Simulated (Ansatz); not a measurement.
Equilibrium of C3H5F3 ⇌ C2H2F2 + CH3F at process temperatures

Species: C3H5F3 (1,2,2-trifluoropropane) `CC(F)(F)CF`, singlet; C2H2F2 (vinylidene fluoride) `C=C(F)F`, singlet; CH3F (fluoromethane) `CF`, singlet. 

The electronic reaction energy at CCSD(T)/CBS estimate is +148.4 kJ/mol. Shapes: PBE0-D4/def2-TZVP. Flexible molecules stand in one conformer, not always the lowest. Programs: Ansatz 0.2.0. Enthalpy and entropy come from rigid-rotor, harmonic-oscillator sums on unscaled PBE0-D4/def2-TZVP wavenumbers, ideal gases at 1 bar; R ln 2 is added for the mirror twin of the chiral shape of C3H5F3. Symmetry numbers: C3H5F3 1, C2H2F2 2, CH3F 3. R = 8.3145 J/(mol K).

```
T (K)  ΔH (kJ/mol)  ΔS (J/(mol K))
  400       +138.7          +151.7
  600       +136.8          +147.9
  800            ?               ?
```

Q: Work out ln K at 400 and 600 K, and from these estimate it at 800 K.

A: 
1. 400 K: ΔG = +138.7 − 400 × (+151.7)/1000 = +78.0 kJ/mol; ln K = −ΔG/RT = -23.45.
2. 600 K: ΔG = +136.8 − 600 × (+147.9)/1000 = +48.1 kJ/mol; ln K = −ΔG/RT = -9.64.
3. Slope against 1000/T: (-9.64 − (-23.45))/(1.6667 − 2.5000) = -16.57, that is −ΔH/R with ΔH near +138 kJ/mol.
4. 800 K: ln K = -23.45 + (-16.57) × (1.2500 − 2.5000) = -2.74.

The full sums give ΔH = +134.2 kJ/mol, ΔS = +144.2 J/(mol K), ΔG = +18.8 kJ/mol and ln K = -2.83 at 800 K, so the line is off by +0.09 in ln K; without rounding the miss is +0.11, from the change of ΔH with temperature. The products are favoured at 1 bar above about 930 K, give or take 70 K for 10 kJ/mol in the energy. The number of molecules rises, which sets the sign of ΔS, and lower pressure favours the products. An error of 10 kJ/mol in the energy moves ln K by 1.5 at 800 K. Soft modes are treated as harmonic, which can err either way at these temperatures; the lowest are those of C3H5F3 (110 cm⁻¹). Other conformers aren't counted. The CBS estimate extrapolates MP2 from def2-TZVPP and def2-QZVPP and adds CCSD(T) − MP2 in the triple-zeta set, cores frozen.

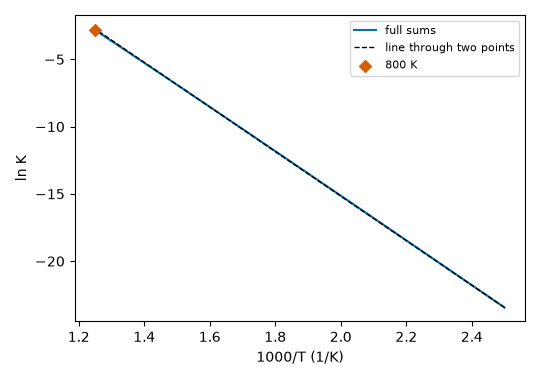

The van 't Hoff plot.
